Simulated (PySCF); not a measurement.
## A study: CClOS, charge −1, SMILES `[Cl-].O=C=S`

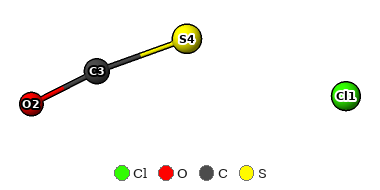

The molecule, with its atoms numbered as below. The pair's geometry is semi-empirical, so its contact may be too short or too long.

Geometry (Å), atoms numbered from 1:

```
Cl1     -2.2652    0.2577    0.0000
O2       2.7994    0.5773    0.0000
C3       1.7708    0.0098    0.0000
S4       0.3431   -0.5662    0.0000
```

## 1. Bonding charge

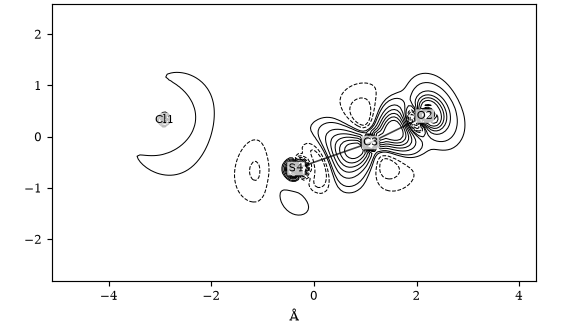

Deformation density (molecule less spherical, spin-averaged free atoms) in the molecular plane; contours at ±0.05 to ±0.8 e/Å³; solid lines: gain, dashed lines: loss.

Method: CAM-B3LYP/def2-SVPD; geometry: GFN2-xTB; program: PySCF.

**How much density has each bond in this plane gained at its critical point, relative to the free atoms?**

O2–C3: +0.71 e/Å³ at the bond critical point (bond length 1.18 Å). C3–S4: −0.01 e/Å³ at the bond critical point (bond length 1.54 Å); up to 0.6 Å beside the axis the gain reaches +0.60 e/Å³. Cl1–S4: −0.02 e/Å³ at the bond critical point (bond length 2.73 Å). In all, 1.6 electrons gather in the regions of gain relative to the promolecule of neutral atoms (this includes the anion's extra charge). A small or negative value marks a very polar bond, one between electron-rich atoms, whose free-atom densities already overlap strongly, a long bond to a heavier atom, or a closed-shell contact such as a hydrogen bond.

## 2. Bond critical points

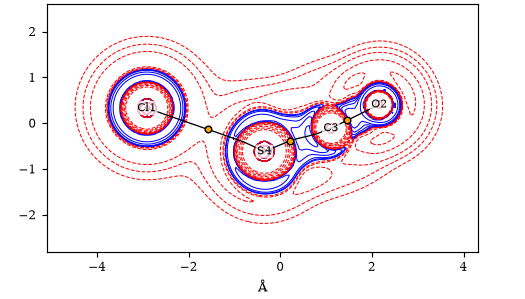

Negative Laplacian of the density (−∇²ρ) in the molecular plane (solid blue lines positive, dashed red lines negative, contours at ±0.02 to ±8 a.u.), with bond paths and bond critical points (dots).

**At which bond critical points in this plane is charge locally concentrated, and at which depleted?**

At none is it concentrated. Depleted (∇²ρ > 0): O2–C3 (+0.49 a.u., H = −0.785); C3–S4 (+0.89 a.u., H = −0.244); Cl1–S4 (+0.09 a.u., H = 0.000). A positive Laplacian with clearly negative H marks a strongly polar covalent bond, whose critical point lies close to the core of the less electronegative atom.

**Where along O2–C3 does the critical point lie?**

0.78 Å from O2 and 0.39 Å from C3.

## 3. Local ionisation energy

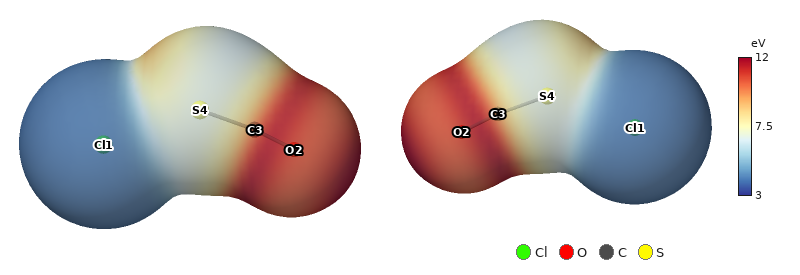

Average local ionisation energy on the surface of electron density 0.001 a.u. (back view left, front view right).

**Locate the minima of the map.**

The lowest value is 4.0 eV, 2.2 Å from Cl1. Further minima include 6.5 eV, off the C3–S4 bond (2.3 to 2.4 Å from its atoms); 10.2 eV, 1.8 Å from O2. For comparison, the highest occupied orbital lies at −3.0 eV.

**What volume does the surface enclose?**

About 108 Å³.

## 4. Weak contacts

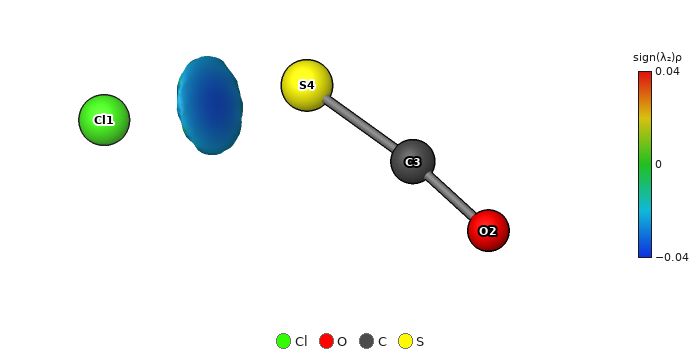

Non-covalent interaction surfaces between the fragments (reduced density gradient s = 0.4, coloured by sign(λ₂)ρ in a.u.; trimmed to the region between the fragments where ρ is under 0.06 a.u.). Fragment A: Cl(−1) (atom 1); fragment B: CSO.

Computed with PySCF, CAM-B3LYP/def2-SVPD, geometry: GFN2-xTB.

**Interpret the surfaces between the fragments.**

Bond critical points between the fragments: Cl1···S4, 2.73 Å, ρ = 0.032 a.u. It appears blue (attractive, sign(λ₂)ρ well below zero). The pose is a local one from a semi-empirical search, not shown to be the most stable. With a charged fragment, long-range electrostatics, which these surfaces don't show, weighs heavily in the interaction energy.

**How strongly are they bound?**

The counterpoise-corrected interaction energy of the frozen fragments is −4.2 kcal/mol without dispersion correction and −5.0 kcal/mol with D3(BJ). The pair geometry is semi-empirical, not a minimum at this level.

## 5. Binding density

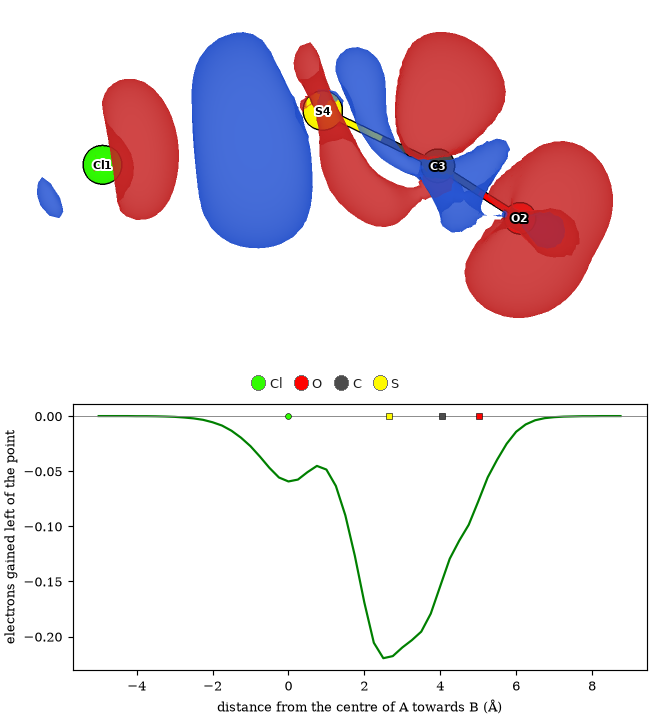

Density of the complex less the densities of the two fragments at the same geometry, ±0.008 e/Å³ (red: gain, blue: loss). Fragment A: Cl(−1) (atom 1); fragment B: CSO. Below: the charge-displacement curve along the line of centres (A on the left).

**How is the density rearranged on binding?**

Hirshfeld charges show 0.075 e passing from A to B. By Hirshfeld charges, electrons gather most on O2 (−0.095 e) and leave S4 most (+0.095 e); 0.28 e is displaced in all.

The PySCF runs shown took 22 s and 36 s on 1 thread of Intel(R) Xeon(R) Processor @ 2.50GHz (Skylake/Cascade Lake), on a shared host.
